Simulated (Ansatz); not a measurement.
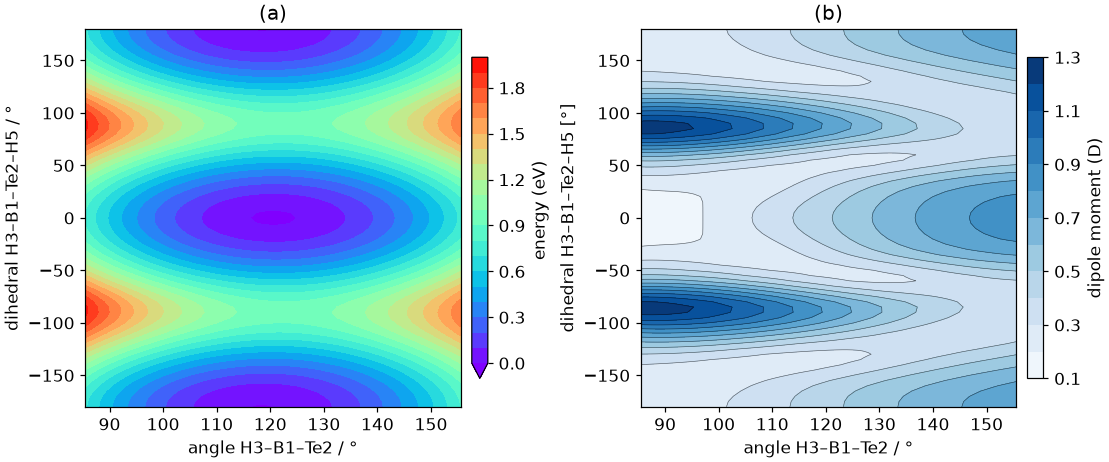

BH3Te, SMILES B[TeH]. The first coordinate is: angle H3–B1–Te2; the second: dihedral H3–B1–Te2–H5. Nothing is relaxed (all other coordinates rigid). Grid: 15 × 15 points; 120 points were computed and 105 follow by symmetry. Points are written as (first, second). Energies: eV, counted from the lowest grid point. Level of theory: RKS PBE0-D4/def2-TZVP in Ansatz 0.2.0.

Panel (a) is the energy; panel (b) is the computed dipole moment, in D.

The picture shows filled contours. Between grid points the surface is interpolated.

How does the dipole moment vary over the map, and what is it at the lowest grid point?

Answer. Leaving out the highest fifth of the energies, it runs from 0.14 D at (85.5°, −12°) to 0.95 D at (110.5°, −84°). At the lowest grid point, (120.5°, −180°), it is 0.47 D.
